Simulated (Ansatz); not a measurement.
**SiNH₅ (triplet): B2PLYP, RPA-PBE over a scan of the distance Si1–H5 along a hydrogen transfer, cc-pVDZ**

How well do these functionals follow the top wave-function level for SiNH₅ (triplet) over a scan of the distance Si1–H5 along a hydrogen transfer?

The runs use Ansatz 0.2.0, Gaussian basis; cc-pVDZ, all electrons in the functionals, frozen cores in the correlation of double hybrids and RPA.

To be run: B2PLYP, RPA-PBE, at 1.485 Å; 1.586 Å; 1.789 Å; 1.991 Å; 2.194 Å.

## 1. What is computed

The geometry derives from fragments relaxed apart (PBE0/def2-TZVP) and kept rigid, so it is no stationary point. A hydrogen atom is moved between rigid fragments.

7 atoms, charge 0, spin multiplicity 3.

Atoms are counted from 1 here; the program's logs count them from 0.

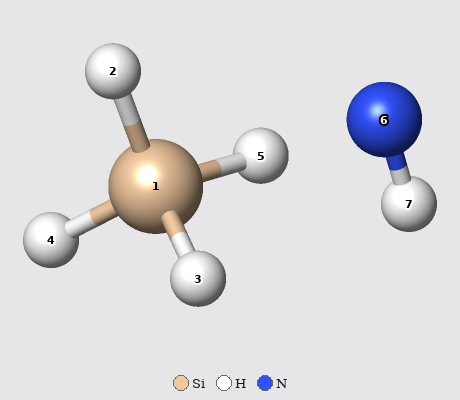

The structure; silicon light orange, hydrogen white, nitrogen blue; atoms are numbered from 1 in the order of the file.

No dispersion term is added.

The geometry shown and the zero of energy belong to the point 1.485 Å. The yardstick, UCCSDT(Q), and other wave-function levels (R restricted, U unrestricted, valence and pair active spaces) come from earlier runs.

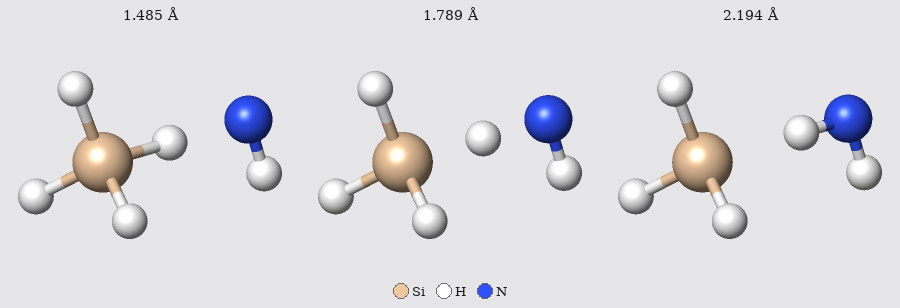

Three points of the scan; sticks are drawn by distance.

## 2. B2PLYP, 1.485 Å

in.yaml

```yaml
crystal:
  periodic: [false, false, false]
  atoms:
    - {symbol: Si, position_ang: [-1.035998, 0.021476, 0.000000]}
    - {symbol: H, position_ang: [-1.530870, 1.421184, 0.000000]}
    - {symbol: H, position_ang: [-1.530869, -0.678378, 1.212183]}
    - {symbol: H, position_ang: [-1.530870, -0.678378, -1.212182]}
    - {symbol: H, position_ang: [0.448617, 0.021476, 0.000000]}
    - {symbol: N, position_ang: [2.198002, 0.021476, -0.000001]}
    - {symbol: H, position_ang: [2.467084, -0.982751, -0.000001]}
basis:
  gaussian: {orbitals: cc-pVDZ}
magnetization: {spin_polarized: true, initial_magnetization: 2}
hamiltonian: {xc: {name: B2PLYP}}
correlation: {electrons: outside_noble_gas}
```

The run is started by

```console
$ ansatz run in.yaml --threads 1 --pin off --events-out ev --progress --plain --max-ram 2816MiB --backend cpu
```

Log:

```text
Functional definition: B2PLYP
  name "B2PLYP"
  cite "Grimme, J. Chem. Phys. 124, 034108 (2006) doi:10.1063/1.2148954"
  cite "Becke, Phys. Rev. A 38, 3098 (1988) doi:10.1103/PhysRevA.38.3098"
  cite "Lee, Yang & Parr, Phys. Rev. B 37, 785 (1988) doi:10.1103/PhysRevB.37.785"
  parameter a = 0.53
  parameter c = 0.27
  exchange = (1 - a)*b88_x + a*exact_x
  correlation = (1 - c)*lyp_c + c*(mp2_os + mp2_ss)
535 factors; integrals over basis functions are off by at most 1.6e-3 eV
mean field evaluation 1: about -9436.5745 eV, gradient 1.1e1 eV
mean field evaluation 2: about -9436.6038 eV, gradient 1.1e1 eV
mean field evaluation 4: about -9437.4766 eV, gradient 1.3e0 eV
mean field evaluation 8: about -9437.5024 eV, gradient 4.3e-2 eV
mean field evaluation 16: about -9437.5025 eV, gradient 2.1e-4 eV
mean field -9437.50248926 eV, -346.8218195115 hartree, gradient 2.9e-6 eV, S^2 2.009790; 0 other end points of the search recorded, 0 dependent functions left out
6 core orbitals not correlated: weight in the atoms' cores, before any rotation towards them, 1.000 or more for the frozen orbitals, at most 0.000 for the correlated occupied ones
reference -9437.50263832 eV, -346.8218249891 hartree; 8, 6 occupied and 43, 45 virtual orbitals, 535 factors
second order -7.63550127 eV of doubles, -0.00000000 eV of singles
Total energy: -9439.56422366 eV, -346.8975868530 hartree
```

Wall time 1.6 s (1 thread of AMD EPYC 7R13, shared host).

From the report: ⟨S²⟩ of the determinant 2.010 (pure triplet: 2.00).

## 3. B2PLYP, 1.586 Å

in.yaml

```yaml
crystal:
  periodic: [false, false, false]
  atoms:
    - {symbol: Si, position_ang: [-1.038166, 0.021476, 0.000000]}
    - {symbol: H, position_ang: [-1.533038, 1.421184, 0.000000]}
    - {symbol: H, position_ang: [-1.533037, -0.678378, 1.212183]}
    - {symbol: H, position_ang: [-1.533038, -0.678378, -1.212182]}
    - {symbol: H, position_ang: [0.547834, 0.021476, 0.000000]}
    - {symbol: N, position_ang: [2.195834, 0.021476, -0.000001]}
    - {symbol: H, position_ang: [2.464915, -0.982751, -0.000001]}
basis:
  gaussian: {orbitals: cc-pVDZ}
magnetization: {spin_polarized: true, initial_magnetization: 2}
hamiltonian: {xc: {name: B2PLYP}}
correlation: {electrons: outside_noble_gas}
```

Same command.

Log, shortened:

```text
Functional definition: B2PLYP
  name "B2PLYP"
  cite "Grimme, J. Chem. Phys. 124, 034108 (2006) doi:10.1063/1.2148954"
  cite "Becke, Phys. Rev. A 38, 3098 (1988) doi:10.1103/PhysRevA.38.3098"
  cite "Lee, Yang & Parr, Phys. Rev. B 37, 785 (1988) doi:10.1103/PhysRevB.37.785"
[...]
536 factors; integrals over basis functions are off by at most 1.5e-3 eV
[...]
mean field -9437.39209646 eV, -346.8177626509 hartree, gradient 3.5e-6 eV, S^2 2.012825; 0 other end points of the search recorded, 0 dependent functions left out
6 core orbitals not correlated: weight in the atoms' cores, before any rotation towards them, 1.000 or more for the frozen orbitals, at most 0.000 for the correlated occupied ones
reference -9437.39224525 eV, -346.8177681186 hartree; 8, 6 occupied and 43, 45 virtual orbitals, 536 factors
second order -7.76085861 eV of doubles, -0.00000000 eV of singles
Total energy: -9439.48767707 eV, -346.8947738178 hartree
```

Wall time 1.7 s (1 thread of AMD EPYC 7R13, shared host).

From the report: ⟨S²⟩ of the determinant 2.013 (pure triplet: 2.00).

From 1.485 Å: +7.4 kJ/mol.

## 4. B2PLYP, 1.789 Å

in.yaml

```yaml
crystal:
  periodic: [false, false, false]
  atoms:
    - {symbol: Si, position_ang: [-1.042508, 0.021476, 0.000000]}
    - {symbol: H, position_ang: [-1.537380, 1.421184, 0.000000]}
    - {symbol: H, position_ang: [-1.537379, -0.678378, 1.212183]}
    - {symbol: H, position_ang: [-1.537379, -0.678378, -1.212182]}
    - {symbol: H, position_ang: [0.746492, 0.021476, 0.000000]}
    - {symbol: N, position_ang: [2.191492, 0.021476, -0.000001]}
    - {symbol: H, position_ang: [2.460574, -0.982751, -0.000001]}
basis:
  gaussian: {orbitals: cc-pVDZ}
magnetization: {spin_polarized: true, initial_magnetization: 2}
hamiltonian: {xc: {name: B2PLYP}}
correlation: {electrons: outside_noble_gas}
```

Launched as before.

Log, shortened:

```text
Functional definition: B2PLYP
  name "B2PLYP"
  cite "Grimme, J. Chem. Phys. 124, 034108 (2006) doi:10.1063/1.2148954"
  cite "Becke, Phys. Rev. A 38, 3098 (1988) doi:10.1103/PhysRevA.38.3098"
  cite "Lee, Yang & Parr, Phys. Rev. B 37, 785 (1988) doi:10.1103/PhysRevB.37.785"
[...]
537 factors; integrals over basis functions are off by at most 1.4e-3 eV
[...]
mean field -9437.05190234 eV, -346.8052607476 hartree, gradient 5.3e-6 eV, S^2 2.028935; 0 other end points of the search recorded, 0 dependent functions left out
6 core orbitals not correlated: weight in the atoms' cores, before any rotation towards them, 1.000 or more for the frozen orbitals, at most 0.000 for the correlated occupied ones
reference -9437.05205117 eV, -346.8052662169 hartree; 8, 6 occupied and 43, 45 virtual orbitals, 537 factors
second order -8.11485292 eV of doubles, -0.00000000 eV of singles
Total energy: -9439.24306146 eV, -346.8857843599 hartree
```

Wall time 2 s (1 thread of AMD EPYC 7R13, shared host).

From the report: ⟨S²⟩ of the determinant 2.029 (pure triplet: 2.00).

From 1.485 Å: +31.0 kJ/mol.

## 5. B2PLYP, 1.991 Å

in.yaml

```yaml
crystal:
  periodic: [false, false, false]
  atoms:
    - {symbol: Si, position_ang: [-1.046828, 0.021476, 0.000000]}
    - {symbol: H, position_ang: [-1.541700, 1.421184, 0.000000]}
    - {symbol: H, position_ang: [-1.541699, -0.678378, 1.212183]}
    - {symbol: H, position_ang: [-1.541699, -0.678378, -1.212182]}
    - {symbol: H, position_ang: [0.944172, 0.021476, 0.000000]}
    - {symbol: N, position_ang: [2.187172, 0.021476, -0.000001]}
    - {symbol: H, position_ang: [2.456254, -0.982751, -0.000001]}
basis:
  gaussian: {orbitals: cc-pVDZ}
magnetization: {spin_polarized: true, initial_magnetization: 2}
hamiltonian: {xc: {name: B2PLYP}}
correlation: {electrons: outside_noble_gas}
```

Same command.

Log, shortened:

```text
Functional definition: B2PLYP
  name "B2PLYP"
  cite "Grimme, J. Chem. Phys. 124, 034108 (2006) doi:10.1063/1.2148954"
  cite "Becke, Phys. Rev. A 38, 3098 (1988) doi:10.1103/PhysRevA.38.3098"
  cite "Lee, Yang & Parr, Phys. Rev. B 37, 785 (1988) doi:10.1103/PhysRevB.37.785"
[...]
535 factors; integrals over basis functions are off by at most 1.4e-3 eV
[...]
mean field -9437.16251070 eV, -346.8093255297 hartree, gradient 4.9e-6 eV, S^2 2.025188; 0 other end points of the search recorded, 0 dependent functions left out
6 core orbitals not correlated: weight in the atoms' cores, before any rotation towards them, 1.000 or more for the frozen orbitals, at most 0.000 for the correlated occupied ones
reference -9437.16266034 eV, -346.8093310288 hartree; 8, 6 occupied and 43, 45 virtual orbitals, 535 factors
second order -8.34465744 eV of doubles, -0.00000000 eV of singles
Total energy: -9439.41571785 eV, -346.8921293651 hartree
```

Wall time 1.7 s (1 thread of AMD EPYC 7R13, shared host).

From the report: ⟨S²⟩ of the determinant 2.025 (pure triplet: 2.00).

From 1.485 Å: +14.3 kJ/mol.

## 6. B2PLYP, 2.194 Å

in.yaml

```yaml
crystal:
  periodic: [false, false, false]
  atoms:
    - {symbol: Si, position_ang: [-1.051169, 0.021476, 0.000000]}
    - {symbol: H, position_ang: [-1.546041, 1.421184, 0.000000]}
    - {symbol: H, position_ang: [-1.546040, -0.678378, 1.212183]}
    - {symbol: H, position_ang: [-1.546041, -0.678378, -1.212182]}
    - {symbol: H, position_ang: [1.142831, 0.021476, 0.000000]}
    - {symbol: N, position_ang: [2.182831, 0.021476, -0.000001]}
    - {symbol: H, position_ang: [2.451913, -0.982751, -0.000001]}
basis:
  gaussian: {orbitals: cc-pVDZ}
magnetization: {spin_polarized: true, initial_magnetization: 2}
hamiltonian: {xc: {name: B2PLYP}}
correlation: {electrons: outside_noble_gas}
```

Launched as before.

Log, shortened:

```text
Functional definition: B2PLYP
  name "B2PLYP"
  cite "Grimme, J. Chem. Phys. 124, 034108 (2006) doi:10.1063/1.2148954"
  cite "Becke, Phys. Rev. A 38, 3098 (1988) doi:10.1103/PhysRevA.38.3098"
  cite "Lee, Yang & Parr, Phys. Rev. B 37, 785 (1988) doi:10.1103/PhysRevB.37.785"
[...]
536 factors; integrals over basis functions are off by at most 1.5e-3 eV
[...]
mean field -9437.53339629 eV, -346.8229553238 hartree, gradient 3.4e-6 eV, S^2 2.009617; 0 other end points of the search recorded, 0 dependent functions left out
6 core orbitals not correlated: weight in the atoms' cores, before any rotation towards them, 1.000 or more for the frozen orbitals, at most 0.000 for the correlated occupied ones
reference -9437.53354673 eV, -346.8229608522 hartree; 8, 6 occupied and 43, 45 virtual orbitals, 536 factors
second order -8.15001350 eV of doubles, -0.00000000 eV of singles
Total energy: -9439.73405037 eV, -346.9038278696 hartree
```

Run time: 2.1 s. Hardware: 1 thread of AMD EPYC 7R13, shared host.

From the report: ⟨S²⟩ of the determinant 2.010 (pure triplet: 2.00).

From 1.485 Å: -16.4 kJ/mol.

## 7. RPA-PBE, 1.485 Å

in.yaml

```yaml
crystal:
  periodic: [false, false, false]
  atoms:
    - {symbol: Si, position_ang: [-1.035998, 0.021476, 0.000000]}
    - {symbol: H, position_ang: [-1.530870, 1.421184, 0.000000]}
    - {symbol: H, position_ang: [-1.530869, -0.678378, 1.212183]}
    - {symbol: H, position_ang: [-1.530870, -0.678378, -1.212182]}
    - {symbol: H, position_ang: [0.448617, 0.021476, 0.000000]}
    - {symbol: N, position_ang: [2.198002, 0.021476, -0.000001]}
    - {symbol: H, position_ang: [2.467084, -0.982751, -0.000001]}
basis:
  gaussian: {orbitals: cc-pVDZ}
magnetization: {spin_polarized: true, initial_magnetization: 2}
hamiltonian: {xc: {name: PBE}}
correlation: {method: rpa, electrons: outside_noble_gas}
```

Launched as before.

Log, shortened:

```text
Functional definition: PBE
  name "PBE"
  cite "Perdew, Burke & Ernzerhof, Phys. Rev. Lett. 77, 3865 (1996) doi:10.1103/PhysRevLett.77.3865"
  parent pbe
[...]
535 factors; integrals over basis functions are off by at most 1.6e-3 eV
[...]
mean field -9438.35205336 eV, -346.8530404162 hartree, gradient 4.6e-6 eV, S^2 2.004953; 0 other end points of the search recorded, 0 dependent functions left out
6 core orbitals not correlated: weight in the atoms' cores, before any rotation towards them, 1.000 or more for the frozen orbitals, at most 0.000 for the correlated occupied ones
reference -9419.53672345 eV, -346.1615897955 hartree; 8, 6 occupied and 43, 45 virtual orbitals, 535 factors
Total energy: -9432.32514297 eV, -346.6315555444 hartree
```

Wall time 1.6 s (1 thread of AMD EPYC 7R13, shared host).

From the report: ⟨S²⟩ of the determinant 2.005 (pure triplet: 2.00).

## 8. RPA-PBE, 1.586 Å

in.yaml

```yaml
crystal:
  periodic: [false, false, false]
  atoms:
    - {symbol: Si, position_ang: [-1.038166, 0.021476, 0.000000]}
    - {symbol: H, position_ang: [-1.533038, 1.421184, 0.000000]}
    - {symbol: H, position_ang: [-1.533037, -0.678378, 1.212183]}
    - {symbol: H, position_ang: [-1.533038, -0.678378, -1.212182]}
    - {symbol: H, position_ang: [0.547834, 0.021476, 0.000000]}
    - {symbol: N, position_ang: [2.195834, 0.021476, -0.000001]}
    - {symbol: H, position_ang: [2.464915, -0.982751, -0.000001]}
basis:
  gaussian: {orbitals: cc-pVDZ}
magnetization: {spin_polarized: true, initial_magnetization: 2}
hamiltonian: {xc: {name: PBE}}
correlation: {method: rpa, electrons: outside_noble_gas}
```

Same command.

Log, shortened:

```text
Functional definition: PBE
  name "PBE"
  cite "Perdew, Burke & Ernzerhof, Phys. Rev. Lett. 77, 3865 (1996) doi:10.1103/PhysRevLett.77.3865"
  parent pbe
[...]
536 factors; integrals over basis functions are off by at most 1.5e-3 eV
[...]
mean field -9438.37766386 eV, -346.8539815845 hartree, gradient 1.5e-6 eV, S^2 2.005653; 0 other end points of the search recorded, 0 dependent functions left out
6 core orbitals not correlated: weight in the atoms' cores, before any rotation towards them, 1.000 or more for the frozen orbitals, at most 0.000 for the correlated occupied ones
reference -9419.27976946 eV, -346.1521469106 hartree; 8, 6 occupied and 43, 45 virtual orbitals, 536 factors
Total energy: -9432.22965910 eV, -346.6280465769 hartree
```

Wall time 1.4 s (1 thread of AMD EPYC 7R13, shared host).

From the report: ⟨S²⟩ of the determinant 2.006 (pure triplet: 2.00).

From 1.485 Å: +9.2 kJ/mol.

## 9. RPA-PBE, 1.789 Å

in.yaml

```yaml
crystal:
  periodic: [false, false, false]
  atoms:
    - {symbol: Si, position_ang: [-1.042508, 0.021476, 0.000000]}
    - {symbol: H, position_ang: [-1.537380, 1.421184, 0.000000]}
    - {symbol: H, position_ang: [-1.537379, -0.678378, 1.212183]}
    - {symbol: H, position_ang: [-1.537379, -0.678378, -1.212182]}
    - {symbol: H, position_ang: [0.746492, 0.021476, 0.000000]}
    - {symbol: N, position_ang: [2.191492, 0.021476, -0.000001]}
    - {symbol: H, position_ang: [2.460574, -0.982751, -0.000001]}
basis:
  gaussian: {orbitals: cc-pVDZ}
magnetization: {spin_polarized: true, initial_magnetization: 2}
hamiltonian: {xc: {name: PBE}}
correlation: {method: rpa, electrons: outside_noble_gas}
```

Launched as before.

Log, shortened:

```text
Functional definition: PBE
  name "PBE"
  cite "Perdew, Burke & Ernzerhof, Phys. Rev. Lett. 77, 3865 (1996) doi:10.1103/PhysRevLett.77.3865"
  parent pbe
[...]
537 factors; integrals over basis functions are off by at most 1.4e-3 eV
[...]
mean field -9438.33888345 eV, -346.8525564308 hartree, gradient 2.2e-6 eV, S^2 2.007776; 0 other end points of the search recorded, 0 dependent functions left out
6 core orbitals not correlated: weight in the atoms' cores, before any rotation towards them, 1.000 or more for the frozen orbitals, at most 0.000 for the correlated occupied ones
reference -9418.68276397 eV, -346.1302073633 hartree; 8, 6 occupied and 43, 45 virtual orbitals, 537 factors
Total energy: -9431.98195156 eV, -346.6189434928 hartree
```

Run time: 1.4 s. Hardware: 1 thread of AMD EPYC 7R13, shared host.

From the report: ⟨S²⟩ of the determinant 2.008 (pure triplet: 2.00).

From 1.485 Å: +33.1 kJ/mol.

## 10. RPA-PBE, 1.991 Å

in.yaml

```yaml
crystal:
  periodic: [false, false, false]
  atoms:
    - {symbol: Si, position_ang: [-1.046828, 0.021476, 0.000000]}
    - {symbol: H, position_ang: [-1.541700, 1.421184, 0.000000]}
    - {symbol: H, position_ang: [-1.541699, -0.678378, 1.212183]}
    - {symbol: H, position_ang: [-1.541699, -0.678378, -1.212182]}
    - {symbol: H, position_ang: [0.944172, 0.021476, 0.000000]}
    - {symbol: N, position_ang: [2.187172, 0.021476, -0.000001]}
    - {symbol: H, position_ang: [2.456254, -0.982751, -0.000001]}
basis:
  gaussian: {orbitals: cc-pVDZ}
magnetization: {spin_polarized: true, initial_magnetization: 2}
hamiltonian: {xc: {name: PBE}}
correlation: {method: rpa, electrons: outside_noble_gas}
```

The command is unchanged.

Log, shortened:

```text
Functional definition: PBE
  name "PBE"
  cite "Perdew, Burke & Ernzerhof, Phys. Rev. Lett. 77, 3865 (1996) doi:10.1103/PhysRevLett.77.3865"
  parent pbe
[...]
535 factors; integrals over basis functions are off by at most 1.4e-3 eV
[...]
mean field -9438.53235922 eV, -346.8596665343 hartree, gradient 7.5e-6 eV, S^2 2.007012; 0 other end points of the search recorded, 0 dependent functions left out
6 core orbitals not correlated: weight in the atoms' cores, before any rotation towards them, 1.000 or more for the frozen orbitals, at most 0.000 for the correlated occupied ones
reference -9418.79400028 eV, -346.1342952226 hartree; 8, 6 occupied and 43, 45 virtual orbitals, 535 factors
Total energy: -9432.13738776 eV, -346.6246556679 hartree
```

It took 1.5 s on 1 thread of AMD EPYC 7R13, shared host.

From the report: ⟨S²⟩ of the determinant 2.007 (pure triplet: 2.00).

From 1.485 Å: +18.1 kJ/mol.

## 11. RPA-PBE, 2.194 Å

in.yaml

```yaml
crystal:
  periodic: [false, false, false]
  atoms:
    - {symbol: Si, position_ang: [-1.051169, 0.021476, 0.000000]}
    - {symbol: H, position_ang: [-1.546041, 1.421184, 0.000000]}
    - {symbol: H, position_ang: [-1.546040, -0.678378, 1.212183]}
    - {symbol: H, position_ang: [-1.546041, -0.678378, -1.212182]}
    - {symbol: H, position_ang: [1.142831, 0.021476, 0.000000]}
    - {symbol: N, position_ang: [2.182831, 0.021476, -0.000001]}
    - {symbol: H, position_ang: [2.451913, -0.982751, -0.000001]}
basis:
  gaussian: {orbitals: cc-pVDZ}
magnetization: {spin_polarized: true, initial_magnetization: 2}
hamiltonian: {xc: {name: PBE}}
correlation: {method: rpa, electrons: outside_noble_gas}
```

Launched as before.

Log, shortened:

```text
Functional definition: PBE
  name "PBE"
  cite "Perdew, Burke & Ernzerhof, Phys. Rev. Lett. 77, 3865 (1996) doi:10.1103/PhysRevLett.77.3865"
  parent pbe
[...]
536 factors; integrals over basis functions are off by at most 1.5e-3 eV
[...]
mean field -9438.70270145 eV, -346.8659264957 hartree, gradient 2.7e-6 eV, S^2 2.005093; 0 other end points of the search recorded, 0 dependent functions left out
6 core orbitals not correlated: weight in the atoms' cores, before any rotation towards them, 1.000 or more for the frozen orbitals, at most 0.000 for the correlated occupied ones
reference -9419.37292635 eV, -346.1555703630 hartree; 8, 6 occupied and 43, 45 virtual orbitals, 536 factors
Total energy: -9432.40898632 eV, -346.6346367310 hartree
```

It took 1.3 s on 1 thread of AMD EPYC 7R13, shared host.

From the report: ⟨S²⟩ of the determinant 2.005 (pure triplet: 2.00).

From 1.485 Å: -8.1 kJ/mol.

## 12. Against the wave-function levels

The yardstick is UCCSDT(Q), where the cluster series has nearly closed. It comes from earlier runs at the same points. Energies in kJ/mol, counted from 1.485 Å; blanks weren't run or aren't comparable.

```tsv
level	1.485 Å	1.586 Å	1.789 Å	1.991 Å	2.194 Å
UCCSDT(Q)	0.0	10.4	40.8	26.8	-5.4
B2PLYP	0.0	7.4	31.0	14.3	-16.4
RPA-PBE	0.0	9.2	33.1	18.1	-8.1
```

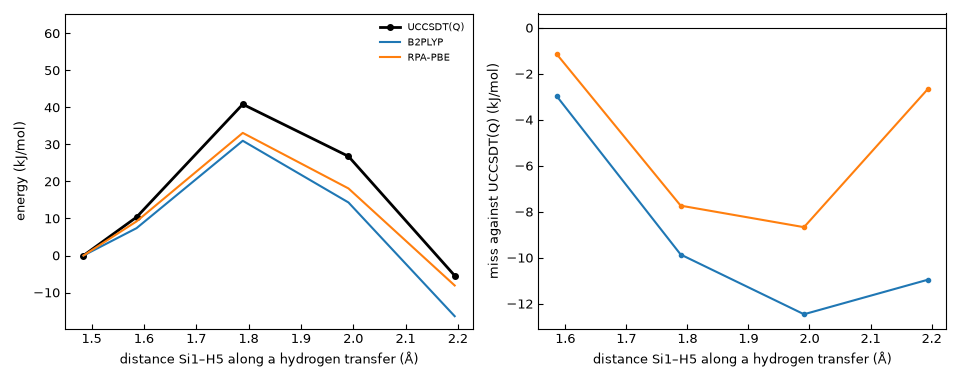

Left: the curves (the axis may cut off levels that run far away). Right: misses against UCCSDT(Q), in the same colours.

Largest miss and mean time a point (UCCSDT(Q) took 4.4 s a point; shared hosts):

```tsv
level	largest miss (kJ/mol)	where	time a point
B2PLYP	-12.5	1.991 Å	1.8 s
RPA-PBE	-8.7	1.991 Å	1.4 s
```

## 13. What came out

| quantity | value |
| --- | --- |
| span of the UCCSDT(Q) curve | 46.3 kJ/mol |
| largest miss, B2PLYP | -12.5 kJ/mol (1.991 Å) |
| largest miss, RPA-PBE | -8.7 kJ/mol (1.991 Å) |

Of the functionals, RPA-PBE keep the smallest largest miss at the points compared (at most 8.7 kJ/mol) and B2PLYP strays most (12.5 kJ/mol, at 1.991 Å). Functionals and the yardstick converge differently with the basis, so part of each miss in cc-pVDZ is the basis.
